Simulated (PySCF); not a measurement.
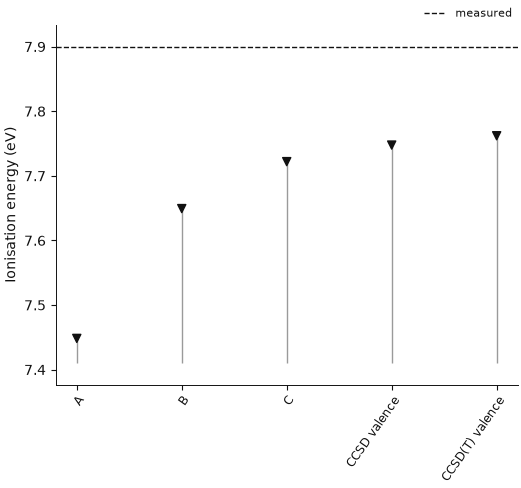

The ionisation energy of neutral germanium ([Ar] 3d¹⁰ 4s² 4p² → [Ar] 3d¹⁰ 4s² 4p) by several methods, in rising order. PySCF, dyall-av2z, non-relativistic, unrestricted single determinants, no spin-orbit coupling. Methods marked “valence” freeze 28 core electrons. The lettered entries are HF, MP2 valence and SCS-MP2 valence in some order.

Question: Match the letters to the methods.

Answer: A is HF (7.448 eV); B is SCS-MP2 valence (7.649 eV); C is MP2 valence (7.722 eV). The values run from 7.448 eV (HF) to 7.762 eV (CCSD(T) valence). The measured value is 7.899 eV; nearest to it come CCSD(T) valence (−0.137) and CCSD valence (−0.152), furthest HF (−0.451 eV). These values lack spin-orbit coupling; with the first-order correction of −0.026 eV added, CCSD(T) valence comes nearest (−0.163).

Known limits: relativistic shift absent.
